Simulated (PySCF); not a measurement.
CH2Br2, SMILES BrCBr at its CAM-B3LYP/def2-SVP optimised geometry (Å):

```
5

Br     1.3579    -0.6190     0.0000
C     -0.5686    -0.6190     0.0000
Br    -1.3579     1.1384     0.0000
H     -0.9048    -1.1384    -0.9007
H     -0.9047    -1.1384     0.9007
```

Method: CAM-B3LYP/def2-TZVP (PySCF 2.14.0). Cells within 0.4 Å of a nucleus heavier than hydrogen are left out (blank, or x).

Map of the HOMO amplitude (bohr^(-3/2)) on the plane z = 0.0 Å; orbital energy -9.50 eV, overall sign arbitrary:

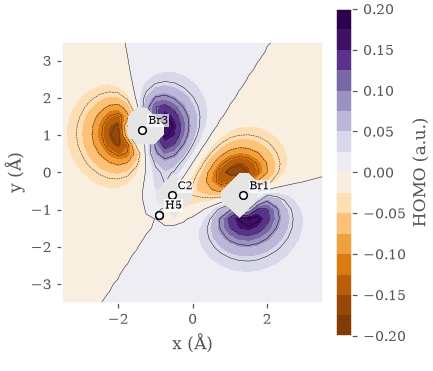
HOMO amplitude (bohr^(-3/2)) on the plane z = 0.0 Å.
